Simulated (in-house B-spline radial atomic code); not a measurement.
# Hf³⁺: a fraction of an electron removed from 5d

Aim: the energy of Hf³⁺ as a fraction of an electron is removed from 5d, to see how far it bends away from a straight line.

Method: scalar-relativistic (spin-free one-electron X2C) BP86, spin-polarised, spherical fractional occupations, Fermi nucleus, basis-set limit. Code: in-house B-spline radial atomic code version 1.

## (1) The system

| Quantity | Value |
| --- | --- |
| element | hafnium (Z = 72) |
| charge | +3 |
| electrons | 69 |
| configuration | [Xe] 4f14 5d1 |
| Hamiltonian | scalar-relativistic (X2C) |
| nucleus | Fermi, rms radius 5.347 fm |

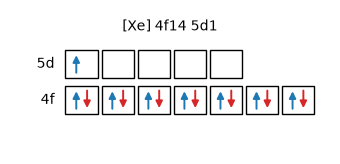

Occupation of the outer shells (arrows by Hund's rule).

Where spins are not typed, each open shell is filled with up spins first.

## (2) The start, at fraction 0

The run's settings:

```ini
Z = 72
electrons = 69.0
configuration = [Xe] 4f14 5d1
hamiltonian = x2c
method = b88,p86
spin_polarised = True
nucleus = fermi
rms_radius = 5.347
mass_number = 180
atomic_mass = 179.946559537
speed_of_light = 137.035999084
```

## (3) 0.02 electron removed from 5d

The settings differ from step 2 so:

```diff
@@ -1,4 +1,4 @@
 Z = 72
-electrons = 69.0
-configuration = [Xe] 4f14 5d1
+electrons = 68.98
+configuration = [Xe] 4f14 5d0.98
 hamiltonian = x2c
```

## (4) 0.21 electron removed from 5d

The settings differ from step 3 so:

```diff
@@ -1,4 +1,4 @@
 Z = 72
-electrons = 68.98
-configuration = [Xe] 4f14 5d0.98
+electrons = 68.79
+configuration = [Xe] 4f14 5d0.79
 hamiltonian = x2c
```

## (5) 0.28 electron removed from 5d

The settings differ from step 4 so:

```diff
@@ -1,4 +1,4 @@
 Z = 72
-electrons = 68.79
-configuration = [Xe] 4f14 5d0.79
+electrons = 68.72
+configuration = [Xe] 4f14 5d0.72
 hamiltonian = x2c
```

## (6) 0.49 electron removed from 5d

The settings differ from step 5 so:

```diff
@@ -1,4 +1,4 @@
 Z = 72
-electrons = 68.72
-configuration = [Xe] 4f14 5d0.72
+electrons = 68.51
+configuration = [Xe] 4f14 5d0.51
 hamiltonian = x2c
```

## (7) 0.5 electron removed from 5d

The settings differ from step 6 so:

```diff
@@ -1,4 +1,4 @@
 Z = 72
-electrons = 68.51
-configuration = [Xe] 4f14 5d0.51
+electrons = 68.5
+configuration = [Xe] 4f14 5d0.5
 hamiltonian = x2c
```

## (8) 0.57 electron removed from 5d

The settings differ from step 7 so:

```diff
@@ -1,4 +1,4 @@
 Z = 72
-electrons = 68.5
-configuration = [Xe] 4f14 5d0.5
+electrons = 68.43
+configuration = [Xe] 4f14 5d0.43
 hamiltonian = x2c
```

## (9) 0.71 electron removed from 5d

The settings differ from step 8 so:

```diff
@@ -1,4 +1,4 @@
 Z = 72
-electrons = 68.43
-configuration = [Xe] 4f14 5d0.43
+electrons = 68.29
+configuration = [Xe] 4f14 5d0.29
 hamiltonian = x2c
```

## (10) 0.85 electron removed from 5d

The settings differ from step 9 so:

```diff
@@ -1,4 +1,4 @@
 Z = 72
-electrons = 68.29
-configuration = [Xe] 4f14 5d0.29
+electrons = 68.15
+configuration = [Xe] 4f14 5d0.15
 hamiltonian = x2c
```

## (11) 0.9 electron removed from 5d

The settings differ from step 10 so:

```diff
@@ -1,4 +1,4 @@
 Z = 72
-electrons = 68.15
-configuration = [Xe] 4f14 5d0.15
+electrons = 68.1
+configuration = [Xe] 4f14 5d0.1
 hamiltonian = x2c
```

## (12) 1 electron removed from 5d

The settings differ from step 11 so:

```diff
@@ -1,4 +1,4 @@
 Z = 72
-electrons = 68.1
-configuration = [Xe] 4f14 5d0.1
+electrons = 68.0
+configuration = [Xe] 4f14
 hamiltonian = x2c
```

Q: How does the energy change with the fraction, and which way and how far does it bend from the straight line between the ends?

**Answer**, as computed:

| fraction | energy change (eV) | less the straight line (eV) | level 5d up (eV) | sum of <r²> (bohr²) |
| --- | --- | --- | --- | --- |
| 0 | 0.0000 | 0.0000 | -27.548 | 33.573 |
| 0.02 | 0.5531 | -0.1078 | -27.762 | 33.463 |
| 0.21 | 6.0225 | -0.9170 | -29.815 | 32.449 |
| 0.28 | 8.1362 | -1.1164 | -30.580 | 32.089 |
| 0.49 | 14.8009 | -1.3911 | -32.900 | 31.048 |
| 0.5 | 15.1305 | -1.3920 | -33.011 | 31.000 |
| 0.57 | 17.4686 | -1.3670 | -33.793 | 30.666 |
| 0.71 | 22.3097 | -1.1522 | -35.368 | 30.016 |
| 0.85 | 27.3723 | -0.7159 | -36.958 | 29.386 |
| 0.9 | 29.2345 | -0.5059 | -37.530 | 29.167 |
| 1 | 33.0449 | 0.0000 | empty | 28.734 |

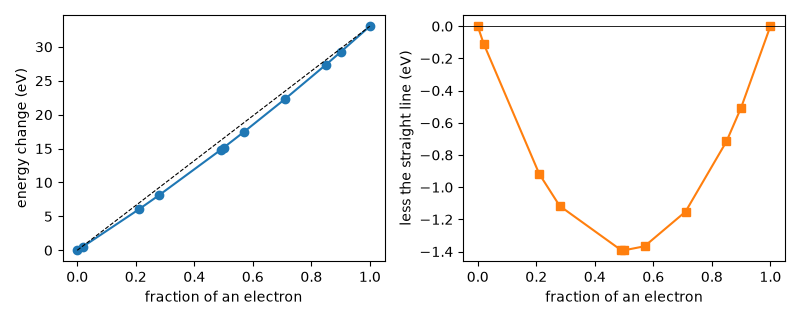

Energy against the fraction, with the straight line between the ends (left), and the difference from it (right).

From fraction 0 to 1 the energy changes by 33.045 eV. It sags under the straight line by up to 1.39 eV (at 0.5); exact theory is straight between whole electron numbers, so this convex bend is an error (delocalisation) that favours fractional charges. Slater's transition state, the slope from the orbital energy at fraction 0.5 (Janak's theorem), gives 33.011 eV for the whole step. The tabulated ionisation energy is 33.37 ± 0.025 eV (semi-empirical; NIST Atomic Spectra Database), so the whole step is off by -0.33 eV, and minus the highest level at fraction 0 (27.548 eV) by -5.82 eV. Spin-orbit coupling is left out. Open shells are averaged (over orientations, and over spins where the run is restricted), while tables refer to the lowest levels.
